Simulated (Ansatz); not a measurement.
**C2H5FS2: basis-set convergence**

Aim: see how fast density functionals converge with the basis set for C2H5FS2.

Computed with Ansatz 0.2.0, Gaussian basis. Level: one geometry, several basis sets.

Levels to be run: PBE0-D4/def2-SVP; ωB97M-V/def2-SVP; PBE0-D4/def2-QZVPP; ωB97M-V/def2-QZVPP; the functionals' def2-TZVPP values are taken from earlier runs.

**1. The geometry**

An earlier PBE0-D4 in a triple-zeta def2 set relaxation fixed the geometry.

SMILES `CC(F)SS`, 10 atoms, charge 0, spin multiplicity 1.

Atoms are counted from 1 here; the program's logs count them from 0.

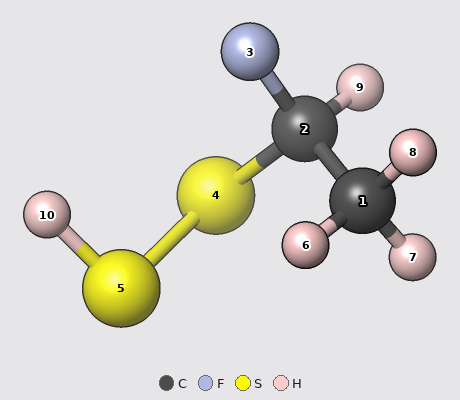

The structure; carbon dark grey, fluorine light blue, sulfur yellow, hydrogen pink; atoms are numbered from 1 in the order of the file.

**2. PBE0-D4 in def2-SVP**

Contents of in.yaml:

```yaml
crystal:
  periodic: [false, false, false]
  atoms:
    - {symbol: C, position_ang: [-0.540923, 0.073234, 1.081849]}
    - {symbol: C, position_ang: [0.200154, -0.805060, 0.114819]}
    - {symbol: F, position_ang: [1.557718, -0.649035, 0.309394]}
    - {symbol: S, position_ang: [-0.218634, -0.570339, -1.630825]}
    - {symbol: S, position_ang: [-0.018591, 1.435223, -1.928983]}
    - {symbol: H, position_ang: [-0.347049, 1.124331, 0.863811]}
    - {symbol: H, position_ang: [-1.613373, -0.111539, 1.012379]}
    - {symbol: H, position_ang: [-0.205937, -0.144516, 2.097885]}
    - {symbol: H, position_ang: [-0.033629, -1.866071, 0.268040]}
    - {symbol: H, position_ang: [1.303465, 1.462673, -2.185471]}
basis:
  gaussian: {orbitals: def2-SVP}
hamiltonian: {xc: pbe0, dispersion: d4}
output: {orbitals: {seedname: orbitals}}
```

Launch:

```bash
> ansatz run in.yaml --threads 4 --pin off --events-out ev --progress --plain --max-ram 10444MiB
```

The log of the run:

```text
Functional definition: PBE0
  name "PBE0"
  cite "Adamo & Barone, J. Chem. Phys. 110, 6158 (1999) doi:10.1063/1.478522"
  cite "Perdew, Burke & Ernzerhof, Phys. Rev. Lett. 77, 3865 (1996) doi:10.1103/PhysRevLett.77.3865"
  parent pbe
  parameter a = 0.25
  parameter kappa = 0.804
  parameter beta = 0.06672455060314922
  exchange = (1 - a)*pbe_x(kappa = kappa, mu = beta*pi^2/3) + a*exact_x
  correlation = pbe_c(beta = beta)
1001 factors; integrals over basis functions are off by at most 1.3e-3 eV
mean field evaluation 1: about -26516.2516 eV, gradient 3.9e1 eV
mean field evaluation 2: about -26515.5478 eV, gradient 4.2e1 eV
mean field evaluation 4: about -26519.7733 eV, gradient 1.7e0 eV
mean field evaluation 8: about -26519.9864 eV, gradient 2.8e-1 eV
mean field evaluation 16: about -26519.9866 eV, gradient 3.9e-5 eV
mean field -26519.98657105 eV, -974.5915305936 hartree, gradient 3.9e-5 eV, S^2 0.000000; 0 other end points of the search recorded, 0 dependent functions left out
reference -26519.98659327 eV, -974.5915314102 hartree; 29, 29 occupied and 74, 74 virtual orbitals, 1001 factors
Total energy: -26520.19228301 eV, -974.5990903687 hartree
```

Wall time 1 s (4 threads of AMD EPYC 7B13, shared host); peak memory 0.47 GiB.

**3. ωB97M-V in def2-SVP**

Edit in.yaml of step 2 so:

```diff
@@ -15,3 +15,3 @@
   gaussian: {orbitals: def2-SVP}
-hamiltonian: {xc: pbe0, dispersion: d4}
+hamiltonian: {xc: {name: wB97M-V}}
 output: {orbitals: {seedname: orbitals}}
```

Launched as before.

The log of the run (excerpt; [...] marks lines left out):

```text
Functional definition: wB97M-V
  name "wB97M-V"
  cite "Mardirossian & Head-Gordon, J. Chem. Phys. 144, 214110 (2016) doi:10.1063/1.4952647"
  cite "Becke, J. Chem. Phys. 107, 8554 (1997) doi:10.1063/1.475007"
  cite "Vydrov & Van Voorhis, J. Chem. Phys. 133, 244103 (2010) doi:10.1063/1.3521275"
  # Of w^i u^j: cxij and so on, Table III.
[...]
  gx(w, u) = 1 - cx + cx01*u + cx10*w
  gss(w, u) = css00 + css04*u^4 + css10*w + css20*w^2 + css43*w^4*u^3
  gos(w, u) = cos00 + cos10*w + (cos20 + cos21*u)*w^2 + (cos60 + cos61*u)*w^6
[...]
      + integral(e_c_pw_mod_opposite_spin*gos(b97_w_opposite, b97_u_opposite)) + vv10(b, c)
1001 factors; integrals over basis functions are off by at most 1.3e-3 eV
284 factors; integrals over basis functions are off by at most 1.0e-5 eV
[...]
mean field -26529.56809080 eV, -974.9436449497 hartree, gradient 6.2e-5 eV, S^2 0.000000; 0 other end points of the search recorded, 0 dependent functions left out
reference -26529.56812667 eV, -974.9436462678 hartree; 29, 29 occupied and 74, 74 virtual orbitals, 1001 factors
Total energy: -26529.56812667 eV, -974.9436462678 hartree
```

Wall time 3 s (4 threads of AMD EPYC 7B13, shared host); peak memory 0.47 GiB.

**4. PBE0-D4 in def2-QZVPP**

Edit in.yaml of step 3 so:

```diff
@@ -14,4 +14,4 @@
 basis:
-  gaussian: {orbitals: def2-SVP}
-hamiltonian: {xc: {name: wB97M-V}}
+  gaussian: {orbitals: "def2-QZVPP.json"}
+hamiltonian: {xc: pbe0, dispersion: d4}
 output: {orbitals: {seedname: orbitals}}
```

Same command.

The log of the run:

```text
Functional definition: PBE0
  name "PBE0"
  cite "Adamo & Barone, J. Chem. Phys. 110, 6158 (1999) doi:10.1063/1.478522"
  cite "Perdew, Burke & Ernzerhof, Phys. Rev. Lett. 77, 3865 (1996) doi:10.1103/PhysRevLett.77.3865"
  parent pbe
  parameter a = 0.25
  parameter kappa = 0.804
  parameter beta = 0.06672455060314922
  exchange = (1 - a)*pbe_x(kappa = kappa, mu = beta*pi^2/3) + a*exact_x
  correlation = pbe_c(beta = beta)
1595 factors; their error is unknown
mean field evaluation 1: about -26528.5208 eV, gradient 5.2e1 eV
mean field evaluation 2: about -26525.6933 eV, gradient 6.0e1 eV
mean field evaluation 4: about -26534.3179 eV, gradient 3.3e0 eV
mean field evaluation 8: about -26534.3385 eV, gradient 7.3e-2 eV
mean field evaluation 16: about -26534.3611 eV, gradient 2.1e-4 eV
mean field -26534.36113874 eV, -975.1197862126 hartree, gradient 3.2e-5 eV, S^2 0.000000; 0 other end points of the search recorded, 0 dependent functions left out
reference -26534.36117351 eV, -975.1197874905 hartree; 29, 29 occupied and 432, 432 virtual orbitals, 1595 factors
Total energy: -26534.56686325 eV, -975.1273464490 hartree
```

Wall time 6.5 s (4 threads of AMD EPYC 7B13, shared host); peak memory 1.7 GiB.

**5. ωB97M-V in def2-QZVPP**

Edit in.yaml of step 4 so:

```diff
@@ -15,3 +15,3 @@
   gaussian: {orbitals: "def2-QZVPP.json"}
-hamiltonian: {xc: pbe0, dispersion: d4}
+hamiltonian: {xc: {name: wB97M-V}}
 output: {orbitals: {seedname: orbitals}}
```

Launched as before.

The log of the run (excerpt; [...] marks lines left out):

```text
Functional definition: wB97M-V
  name "wB97M-V"
  cite "Mardirossian & Head-Gordon, J. Chem. Phys. 144, 214110 (2016) doi:10.1063/1.4952647"
  cite "Becke, J. Chem. Phys. 107, 8554 (1997) doi:10.1063/1.475007"
  cite "Vydrov & Van Voorhis, J. Chem. Phys. 133, 244103 (2010) doi:10.1063/1.3521275"
  # Of w^i u^j: cxij and so on, Table III.
[...]
  gx(w, u) = 1 - cx + cx01*u + cx10*w
  gss(w, u) = css00 + css04*u^4 + css10*w + css20*w^2 + css43*w^4*u^3
  gos(w, u) = cos00 + cos10*w + (cos20 + cos21*u)*w^2 + (cos60 + cos61*u)*w^6
[...]
      + integral(e_c_pw_mod_opposite_spin*gos(b97_w_opposite, b97_u_opposite)) + vv10(b, c)
1539 factors; their error is unknown
337 factors; integrals over basis functions are off by at most 1.1e-5 eV
[...]
mean field -26544.05101611 eV, -975.4758826382 hartree, gradient 5.6e-5 eV, S^2 0.000000; 0 other end points of the search recorded, 0 dependent functions left out
reference -26544.05107062 eV, -975.4758846411 hartree; 29, 29 occupied and 432, 432 virtual orbitals, 1539 factors
Total energy: -26544.05107062 eV, -975.4758846411 hartree
```

It took 14 s on 4 threads of AMD EPYC 7B13, shared host; peak memory 2 GiB.

**6. Functionals by basis**

The def2-TZVPP values come from earlier runs at the same geometry.

```tsv
functional	basis	functions	energy (eV)	from the largest (eV)	HOMO (eV)	LUMO (eV)
PBE0-D4	def2-SVP	103	-26520.1923	14.375	-7.27	-0.39
PBE0-D4	def2-TZVPP	247	-26533.6408	0.926	-7.34	-0.70
PBE0-D4	def2-QZVPP	461	-26534.5669	0.000	-7.37	-0.82
ωB97M-V	def2-SVP	103	-26529.5681	14.483	-9.42	1.87
ωB97M-V	def2-TZVPP	247	-26543.1639	0.887	-9.51	1.39
ωB97M-V	def2-QZVPP	461	-26544.0511	0.000	-9.55	1.10
```

**7. Outcome**

| quantity | value |
| --- | --- |
| PBE0-D4: double and triple zeta above quadruple | 14.37, 0.93 eV |
| ωB97M-V: double and triple zeta above quadruple | 14.48, 0.89 eV |

For PBE0-D4 the step from double to triple zeta gains 13.45 eV and the next only 0.93 eV. These are total energies; as a rule much of such shifts cancels in differences, which this series doesn't test. The LUMO of ωB97M-V is positive and keeps falling with the basis (1.87 to 1.10 eV): an unbound level that the basis holds in place.

For PBE0-D4 the largest set took about 7 times as long as the smallest (6.5 s against 1 s).
